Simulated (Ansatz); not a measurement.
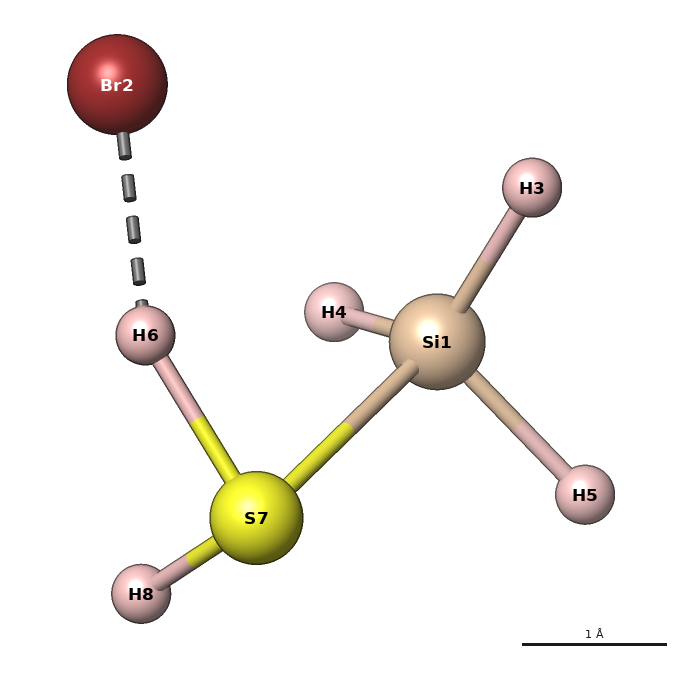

(Drawn from a calculation with Ansatz.)

Broken lines mark hydrogen bonds. Geometry: start.

Give donor, acceptor, H···A distance and D–H···A angle of each hydrogen bond.

```csv
D–H···A,D–H (Å),H···A (Å),angle (°),kind
S7–H6···Br2,1.49,1.94,145,intermolecular
```
